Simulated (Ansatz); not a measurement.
# NaCaF3 (built on the sites of a database entry of CsCaF3): phonons and vibrational spectra, part 2 of 2

How does NaCaF3 (built on the sites of a database entry of CsCaF3) vibrate, and is this structure a minimum?

Ansatz 0.2.0; DFT PBE+D3(BJ), scalar-relativistic, plane waves, PAW.

So far. Step 4 (Relaxing to small forces for the phonons): The forces vanish by symmetry and the pressure is 0.006 GPa, within the tolerances set. The cell now holds 17.01 Å³/atom. Step 5 (Zone-centre response): Before it was imposed, the acoustic sum rule was missed by 0.0038 eV/Å² and the charge sum rule by 1.5e-5 e. Small misses are needed for a sound result but don't prove that mesh and cutoff are converged. The relaxed cell has a = 4.398 Å (conventional setting).

The structure was built from a prototype and need not be the compound's stable phase.

**6. Response at finite wavevector**

Stability and thermal properties need the whole zone. Linear response on a 2×2×2 q mesh gives force constants as far as a supercell of that size would, and the tensors from the zone-centre run are typed in so that the long-range dipole term is interpolated apart.

Input file input.yaml:

```yaml
crystal:
  lattice:
    - [4.3977833632, 0.0, 0.0]
    - [0.0, 4.3977833632, 0.0]
    - [0.0, 0.0, 4.3977833632]
  atoms:
    - { symbol: Na, position: [0.0, 0.0, 0.0] }
    - { symbol: Ca, position: [0.5, 0.5, 0.5] }
    - { symbol: F, position: [0.0, 0.5, 0.5] }
    - { symbol: F, position: [0.5, 0.0, 0.5] }
    - { symbol: F, position: [0.5, 0.5, 0.0] }
kpoints:
  mp_grid: { grid: [6, 6, 6] }
hamiltonian:
  xc: pbe
  dispersion: d3bj
scf:
  occupations: { method: fixed }
output:
  eigenvalues: true
phonons:
  method: dfpt
  qmesh: [2, 2, 2]
  temperatures: { t_max: 1000, t_step: 50 }
  qpath:
    path:
      - [[0.0, 0.0, 0.0], [0.0, 0.5, 0.0], [0.5, 0.5, 0.0], [0.0, 0.0, 0.0], [0.5, 0.5, 0.5], [0.0, 0.5, 0.0]]
      - [[0.5, 0.5, 0.5], [0.5, 0.5, 0.0]]
    npoints: 10
  non_analytic_term:
    high_frequency_dielectric_tensor: [[1.9558, 0.0, 0.0], [0.0, 1.9558, 0.0], [0.0, 0.0, 1.9558]]
    born_effective_charges:
      - { species: Na, tensor: [[1.1707, 0.0, 0.0], [0.0, 1.1707, 0.0], [0.0, 0.0, 1.1707]] }
      - { species: Ca, tensor: [[2.2737, 0.0, 0.0], [0.0, 2.2737, 0.0], [0.0, 0.0, 2.2737]] }
      - { species: F, tensor: [[-1.7077, 0.0, 0.0], [0.0, -0.8683, 0.0], [0.0, 0.0, -0.8683]] }
      - { species: F, tensor: [[-0.8683, 0.0, 0.0], [0.0, -1.7077, 0.0], [0.0, 0.0, -0.8683]] }
      - { species: F, tensor: [[-0.8683, 0.0, 0.0], [0.0, -0.8683, 0.0], [0.0, 0.0, -1.7077]] }
    source: "zone-centre run at this cell"
```

Launch:

```sh
$ ansatz run input.yaml --threads 4 --pin off --max-ram 7168MiB --backend cpu --events-out ev --progress --plain --runs-dir out
```

Numbers of over 12 decimals in the logs are rounded to 6 here.

What it wrote:

```text
[...]
Crystal: 5 atoms, lattice volume = 85.055 Å³
Basis set: ecut = 420 eV, 1743 PW (Γ), exchange–correlation on 60×60×60 points (8 copies of the dense FFT grid, shifted against one another)
Bands: 25, of which v1, the nominal top of the filled ones, is band 20 counted from 1 (19 counted from 0)
Symmetry: 48 space group operations
k-points: 20 of 216
[...]
SCF iter   1: F=—  HF=-5736.962914 eV  |F-HF|=—  |Δ(HF+E_count)|=         —  Δρ=6.18e-4  dr2=2.08e-4  ethr=1.77e-3  ⟨swp⟩=4.8  Hψ=2198  notcnv=0  defer=47
[...]
SCF iter   8: F=-5736.963345 eV  HF=-5736.963345 eV  |F-HF|=9.09e-13  |Δ(HF+E_count)|=  3.50e-10  Δρ=1.06e-7  dr2=6.22e-12  ethr=1.00e-12  ⟨swp⟩=9.9  Hψ=3447  notcnv=0
SCF 1 converged in 8 iterations: F = -5736.963345 eV  dr2 = 6.22e-12
[...]
NSCF: frozen V_eff on 20 k-points
[...]
DFPT response loops at q = (0, 0, 0) (fractional): preconditioner auto → none (the input reference at scf.mixing.eps_inf says where Resta's filter doesn't serve); β = 0.50; Broyden in place of MSR1
[...]
SCF converged after 8 iterations
Free energy (F): -5736.963345 eV
[...]
Internal energy: -5736.963345 eV  (E = F + TS)
E sigma→0 (E₀):  -5736.963345 eV
Fermi energy:    0.415841 eV
[...]
--- Band table (eV; the first three rows and the last of 20) ---
  k-point 0: bands = [... 16 lower, 0.0104, 0.2549, 0.2549, 0.2549, 5.4838, 9.8434, 9.8434, 9.8434, ... 1 higher]
  k-point 1: bands = [... 16 lower, -0.0185, -0.0162, 0.2359, 0.2359, 5.8187, 9.8764, 9.9494, 9.9494, ... 1 higher]
  k-point 2: bands = [... 16 lower, -0.1566, -0.0698, 0.2123, 0.2123, 6.6790, 9.5100, 9.9447, 10.1485, ... 1 higher]
  k-point 19: bands = [... 16 lower, -0.9526, 0.4158, 0.4158, 0.4158, 8.8297, 10.3561, 10.3561, 10.3561, ... 1 higher]
--- Phonons (Γ-DFPT): 4 representative perturbations + reference (Σ response iterations 15) ---
  ASR residual: 3.758e-3 → 0.000e0 eV/Å²; symmetrization residual: 5.403e-6 eV/Å²
[...]
ASR residual per site (eV/Å²): 1.36e-3 1.91e-3 3.76e-3 3.76e-3 3.76e-3
[...]
--- Phonons (arbitrary-q DFPT): 4 irreducible q on the 2×2×2 mesh ---
  q = [0.0000, 0.0000, 0.0000] (star 1, of the zone-centre solve; hermiticity 1.02e-6, symmetrization 3.58e-13): -124.58 -124.58 -124.58 -67.91 -67.91 -67.91 -0.00 -0.00 -0.00 182.66 182.66 182.66 448.30 448.30 448.30
  q = [0.0000, 0.0000, -0.5000] (star 3, 9 solved perturbations in 504 linear systems a pass and spin channel, the states on 64 of 216 k-point pairs; hermiticity 3.75e-7, symmetrization 3.26e-13): -111.88 -111.88 -65.58 -65.58 -35.03 103.31 103.31 113.70 137.45 144.92 144.92 350.63 447.70 447.70 472.00
[...]
sum rule: each row above includes the acoustic sum rule's correction from the zone centre's row sums; it moved no ω² by more than (7.33 cm⁻¹)²
  mesh force constants: q→R imaginary residual 6.29e-18; ASR residual 3.758e-3 → 0.000e0 eV/Å²; symmetrization residual 2.665e-14 eV/Å²
  interpolated dispersion: 63 rows × 15 modes
  density of states and harmonic sums: on the 14×14×14 q-mesh, interpolated from the force constants of a 2×2×2 supercell (with the dipole–dipole term of supplied tensors)
  largest difference from the sums on the solved wave vectors: F 1.29e-2 eV, S 1.22e-5 and C_V 1.60e-5 eV/K
  zero-point energy: 0.159678 eV/cell   skipped modes (ω ≤ 0): 632, of them read as no rigid motion or as one in doubt: 629 (5.240e0 modes/cell left out, lowest -137.52 cm⁻¹)   left out of the sums: 3.49e-1 of the cell's modes: C_V's classical limit lies that fraction below 3 k_B per atom; for a crystal, a wire or a layer, F and S can be off by more, and a phonons.interpolated_qmesh denser along its periods is the remedy for the sampling
```

Wall time 4.1 min (4 threads of Arm Neoverse N1, shared host); peak memory 0.67 GiB.

This step gave:

| Property | Result |
| --- | --- |
| sum-rule residual before enforcement | 0.003758 eV/Å² |
| lowest frequency on the path | -137.5 cm⁻¹ |
| highest frequency on the path or at a solved wavevector | 538.3 cm⁻¹ |
| lowest mode on the q mesh (acoustic modes at Γ apart) | -137.5 cm⁻¹ |

Frequencies (cm⁻¹) solved at each irreducible wavevector; negative means imaginary. Frequencies by wavevector, by row:

```csv
q in reciprocal lattice units,star,mode 1,mode 2,mode 3,mode 4,mode 13,mode 14,mode 15
0 0 0,1,-124.6,-124.6,-124.6,-67.9,448.3,448.3,448.3
0 0 -0.5,3,-111.9,-111.9,-65.6,-65.6,447.7,447.7,472
0 -0.5 -0.5,3,-136.9,-123.5,-123.5,-75.5,404.7,447.1,489
-0.5 -0.5 -0.5,1,-137.5,-137.5,-137.5,-115.5,404.4,404.4,505.4
```

Interpolated from a 2×2×2 q mesh, rough between the solved points, with the LO-TO term (at Γ the limit along the path; where Γ stands inside the path, tables give the limit on arrival). Phonon branches along the path, in cm⁻¹:

```csv
point,branch 1,branch 2,branch 3,branch 4,branch 12,branch 13,branch 14,branch 15
Γ,-125,-125,-68,-68,212,448,448,538
X,-112,-112,-66,-66,351,448,448,472
M,-137,-124,-124,-76,333,405,447,489
Γ,-125,-125,-68,-68,212,448,448,538
R,-138,-138,-138,-115,310,404,404,505
X,-112,-112,-66,-66,351,448,448,472
jump to R,-138,-138,-138,-115,310,404,404,505
M,-137,-124,-124,-76,333,405,447,489
```

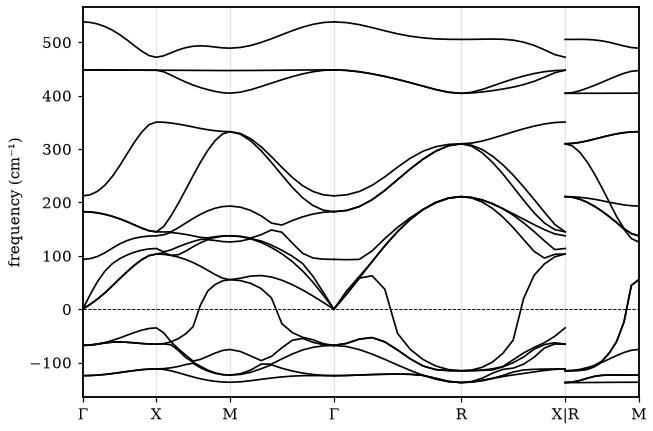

Phonon branches along the path.

The phonon density of states has structure finer than the step of the table below, so its rows give means over 50 cm⁻¹, whole bins alone (the curve runs from -135 to 535 cm⁻¹). Peaks (cm⁻¹: height): -115.0: 0.103, 175.0: 0.0412, 445.0: 0.0751, 505.0: 0.0440.

Tetrahedra on a 14×14×14 mesh, mean over bins of 10 cm-1. Interpolated from a 2×2×2 q mesh, rough between the solved points. Phonon density of states against wavenumber; means over each step:

```csv
wavenumber (cm⁻¹),phonon density of states (1/cm⁻¹/cell)
-100,0.0632
-50,0.0248
0,0.00416
50,0.0121
100,0.0213
150,0.0376
200,0.0257
250,0.0124
300,0.0175
350,0.00638
400,0.0128
450,0.0273
500,0.0187
```

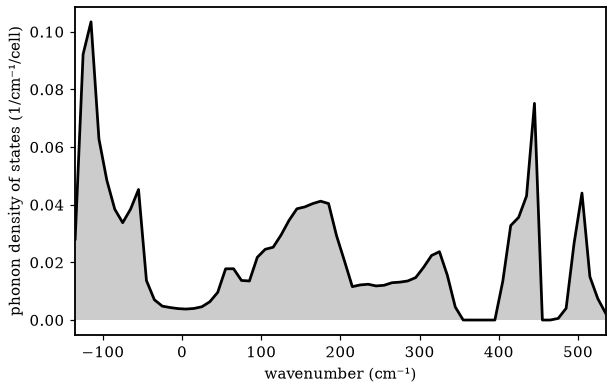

Phonon density of states against wavenumber.

The partial phonon density of states has structure finer than the step of the table below, so its rows give means over 50 cm⁻¹, whole bins alone (the curve runs from -147 to 562 cm⁻¹). Peaks (cm⁻¹: height): Ca 156.5: 0.0114, 241.2: 0.0104, 276.8: 0.0117, 316.9: 0.0198, 441.7: 0.0147, 504.1: 0.00459; F -119.8: 0.0492, -61.9: 0.0381, 156.5: 0.0264, 441.7: 0.0460, 504.1: 0.0336; Na -115.4: 0.0547, 98.6: 0.0118.

Phonopy on the run's constants, 13x13x13 mesh, Gaussian sigma 5.1 cm-1. Interpolated from a 2×2×2 q mesh, rough between the solved points. Partial phonon density of states against wavenumber; means over each step; values in 1/cm⁻¹/cell:

```csv
wavenumber (cm⁻¹),Ca,F,Na
-100,1.6e-4,0.0334,0.0296
-50,7.1e-4,0.0210,0.00395
0,1.4e-4,0.00192,5.7e-4
50,0.00145,0.00724,0.00400
100,0.00342,0.0105,0.00787
150,0.00909,0.0234,0.00483
200,0.00776,0.0151,0.00276
250,0.00745,0.00393,6.5e-4
300,0.0137,0.00327,6.8e-4
350,0.00575,7.4e-4,2.2e-4
400,0.00137,0.0115,3.3e-6
450,0.00618,0.0210,4.9e-6
500,0.00246,0.0159,1.6e-4
```

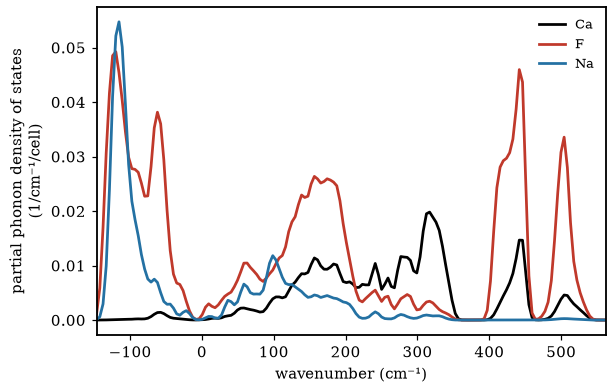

Partial phonon density of states, plotted against wavenumber.

Symmetry leaves 4 wavevectors to solve. The lowest mode among them, the acoustic zeros apart, lies at q = (-0.5, -0.5, -0.5) and is imaginary, 137.5i cm⁻¹, so the energy falls along it.

**7. Another isotope**

An isotope changes the mass and not the force constants, so no new electronic calculation is needed; the shifts show which modes move this element.

The same force constants with the mass of Ca changed from 40.078 to 47.953 u (phonopy, no LO-TO term). Both lists are sorted by frequency; levels can cross, so a row need not hold one and the same mode. Modes under 3 cm⁻¹ are left out. Isotope shifts, by row, the first 40 of 57 rows:

```csv
q,rank,natural mass (cm⁻¹),changed mass (cm⁻¹)
0 0 0,1,-124.6,-124.6
0 0 0,2,-124.6,-124.6
0 0 0,3,-124.6,-124.6
0 0 0,4,-67.91,-67.91
0 0 0,5,-67.91,-67.91
0 0 0,6,-67.91,-67.91
0 0 0,10,182.7,176.1
0 0 0,11,182.7,176.1
0 0 0,12,182.7,176.1
0 0 0,13,448.3,438.8
0 0 0,14,448.3,438.8
0 0 0,15,448.3,438.8
0 0 -0.5,1,-111.9,-111.9
0 0 -0.5,2,-111.9,-111.9
0 0 -0.5,3,-65.58,-64.85
0 0 -0.5,4,-65.58,-64.85
0 0 -0.5,5,-35.03,-35.03
0 0 -0.5,6,103.3,103.3
0 0 -0.5,7,103.3,103.3
0 0 -0.5,8,113.7,113.7
0 0 -0.5,9,137.4,135.8
0 0 -0.5,10,144.9,136.9
0 0 -0.5,11,144.9,136.9
0 0 -0.5,12,350.6,324.5
0 0 -0.5,13,447.7,438.1
0 0 -0.5,14,447.7,438.1
0 0 -0.5,15,472,472
0 -0.5 -0.5,1,-136.9,-136.9
0 -0.5 -0.5,2,-123.5,-123.5
0 -0.5 -0.5,3,-123.5,-123.5
0 -0.5 -0.5,4,-75.48,-75.48
0 -0.5 -0.5,5,55.29,55.29
0 -0.5 -0.5,6,55.29,55.29
0 -0.5 -0.5,7,125.9,117.7
0 -0.5 -0.5,8,137.5,136.1
0 -0.5 -0.5,9,137.5,136.1
0 -0.5 -0.5,10,193.2,193.2
0 -0.5 -0.5,11,332.6,307.4
0 -0.5 -0.5,12,332.6,307.4
0 -0.5 -0.5,13,404.7,404.7
```

A mode of this element alone would shift by -8.58 %. The highest zone-centre frequency without the field goes from 448.3 to 438.8 cm⁻¹ (-2.1 %).

**8. What came out**

| Item | Value |
| --- | --- |
| space group after relaxation (within 0.01 Å) | Pm-3m |
| volume per atom | 17.0 Å³ |
| gap on the k-mesh | 5.07 eV |
| highest optical mode at the zone centre (no LO-TO term) | 448 cm⁻¹ |
| top of the zone-centre spectrum with the field | 538 cm⁻¹ |
| lowest optical zone-centre mode | -125 cm⁻¹ |
| mean high-frequency dielectric constant | 1.96 |
| largest Born charge (third of the trace) | 2.27 e |
| lowest mode on the q mesh (acoustic modes at Γ apart) | -138 cm⁻¹ |
| highest frequency on the path or at a solved wavevector | 538 cm⁻¹ |
| imaginary modes on the 2×2×2 q mesh | yes |

**Reading.** Modes are clearly imaginary (beyond 10i cm⁻¹) at 4 of the 4 irreducible wavevectors, most at q = (-0.5, -0.5, -0.5) (137.5i cm⁻¹), so this structure is not a minimum of the energy. Without the field, the optical modes at Γ span -125 to 448 cm⁻¹ (negative means imaginary). The highest mode in this list at Γ, 448.3 cm⁻¹, is mostly motion of F (74 % of the kinetic energy). With the macroscopic field of the longitudinal modes the top of the zone-centre spectrum lies at 538 cm⁻¹, against 448 cm⁻¹ without it. Among the real modes, the strongest infrared line is at 448 cm⁻¹. The q mesh stands for a supercell only 8.8 Å across, so branches between the solved wavevectors are rough. In the phonons the program treats the change of the C6 weights of the dispersion term with coordination only in part. The starting cell was built on a prototype and not taken from a measurement, so the phase need not exist. These are harmonic frequencies at zero temperature: anharmonic shifts, linewidths and thermal expansion are left out.

[Logs are printed without paths, hosts, clocks, repeated set-up lines and the standing remarks that a program may print on its own settings, such as how far it seeks lower states.]

[Hosts, paths, dates, database ids (printed as entryN), source tags and the programs' standing remarks are cut or masked in the printed files.]
